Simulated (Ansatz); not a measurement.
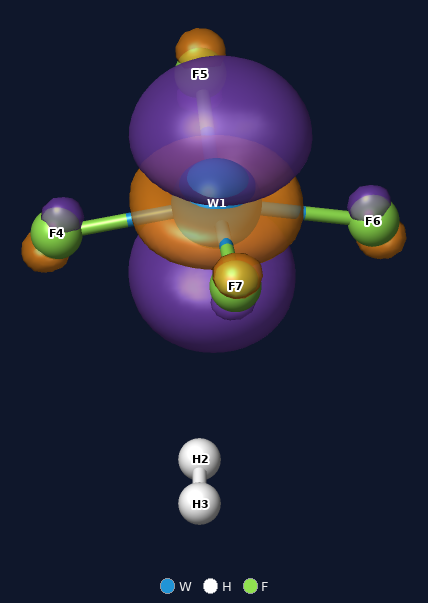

Figure. F$_{4}$W···H$_{2}$. The HOMO at ±0.15 Å⁻³ᐟ² (orange and purple are the two phases), seen at an oblique angle.

Core potentials replace the inner electrons of W.

Theory: RHF/def2-SVP in Ansatz 0.2.0.

Input file:

```
crystal:
  periodic: [false, false, false]
  atoms:
    - { symbol: W, position_ang: [-0.491414, 0.0, -0.491414] }
    - { symbol: H, position_ang: [1.314261, -0.022618, 1.81502] }
    - { symbol: H, position_ang: [1.81502, 0.022618, 1.314261] }
    - { symbol: F, position_ang: [-0.21256, 1.796406, -0.215739] }
    - { symbol: F, position_ang: [-2.001701, 0.002204, 0.561833] }
    - { symbol: F, position_ang: [-0.215739, -1.796406, -0.21256] }
    - { symbol: F, position_ang: [0.561833, -0.002204, -2.001701] }
basis:
  gaussian: { orbitals: def2-SVP }
hamiltonian:
  xc: hf
relax:
  f_tol: 0.03
  max_steps: 50
output:
  orbitals: {}
```

Launched as:

```sh
ansatz run input.yaml --threads 1 --pin off --max-ram 2048MiB --backend cpu --events-out ev --progress --plain --runs-dir out
```

The fields are those of the run's last geometry, not of the input's.

Where does this orbital lie, and at what energy?

Answer. Its weight (Hirshfeld) is mainly on W1 (about 90 %). Its energy is −11.36 eV.
